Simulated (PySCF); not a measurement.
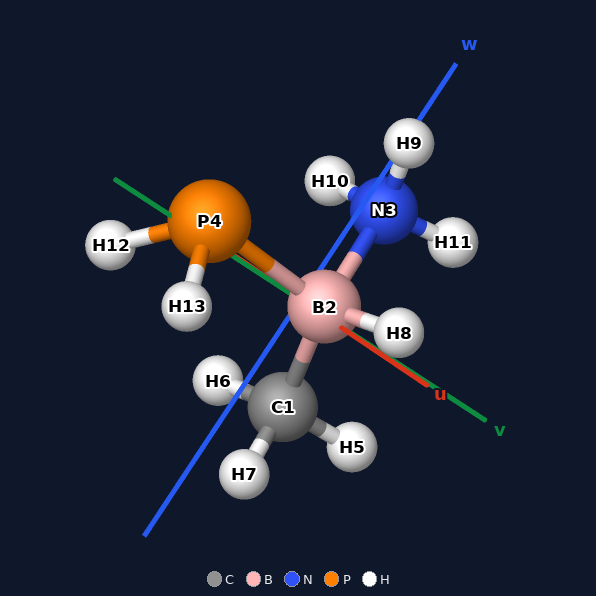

The lines u, v and w are the principal axes of the static dipole polarisability. Computed geometry: PBE0-D3(BJ)/def2-SVP optimisation. No frequency run is at hand to confirm it as a minimum. Computed with CAM-B3LYP/def2-SVPD (PySCF 2.14.0).

Along which axis is the molecule most polarisable, and along which least?

Most along v, least along u.

Give the three principal values.

u 63.3, v 78.7, w 68.9 bohr³; mean 70.3, anisotropy 13.5 bohr³.
